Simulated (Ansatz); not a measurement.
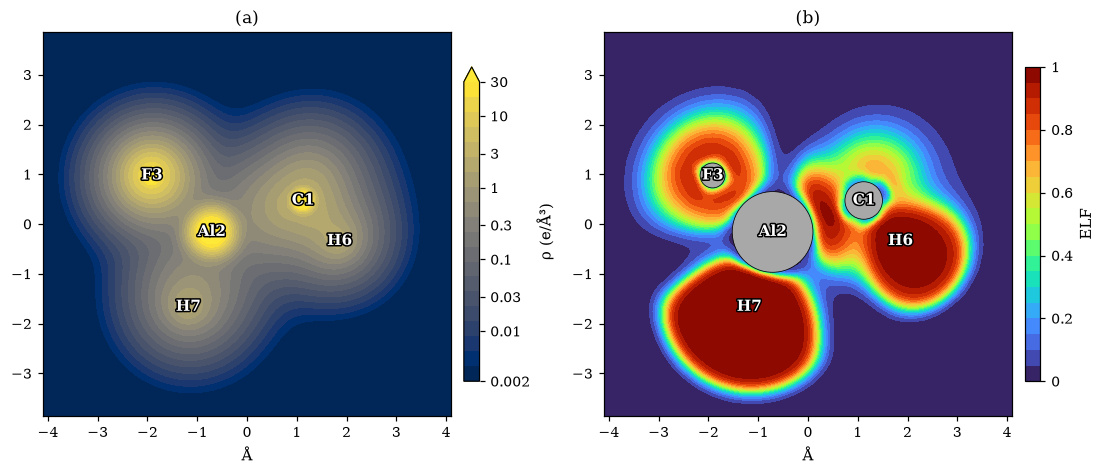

CH4AlF (SMILES [CH3][AlH][F]). (a) electron density; (b) electron localisation function on the plane of atoms C1, Al2 and F3. Grey discs cover the atomic cores in the ELF map.

Geometry: r2SCAN-D4/def2-TZVP.

The calculation used isolated molecule in a Gaussian basis; Kohn-Sham density functional theory, functional PBE0 in Ansatz 0.2.0.

```yaml
atoms:
  - { symbol: C, position_ang: [-1.9578, 0.5077, 0.3496] }
  - { symbol: Al, position_ang: [-0.0403, 0.6147, 0.5953] }
  - { symbol: F, position_ang: [0.5768, 2.0098, 1.2384] }
  - { symbol: H, position_ang: [-2.4831, 0.6423, 1.3008] }
  - { symbol: H, position_ang: [-2.3134, 1.3056, -0.3105] }
  - { symbol: H, position_ang: [-2.2782, -0.4459, -0.0767] }
  - { symbol: H, position_ang: [1.0196, -0.5016, 0.2442] }
```

### Read the bonding off the picture.

The plane passes through C, Al, F and H nuclei. Al–F (1.66 Å): ρ at the midpoint is about 0.89 e/Å³; the ELF peaks at about 0.85 in the valence shell of F, 0.6 Å from its nucleus, and is about 0.35 at the midpoint. C–Al (1.94 Å): the density is about 0.74 e/Å³ at the midpoint; the ELF peaks at about 0.95 in the valence shell of C, 0.7 Å from its nucleus, and is about 0.85 at the midpoint. C–H (1.09 Å): ρ is about 1.9 e/Å³ halfway; the ELF climbs to about 1 towards the hydrogen, as it does in any bond to H: a covalent bond by its length. Al–H (1.58 Å): ρ is about 0.56 e/Å³ halfway; the ELF climbs to about 1 towards the hydrogen. The ELF also peaks beside F3, away from the bonds: lone-pair regions.
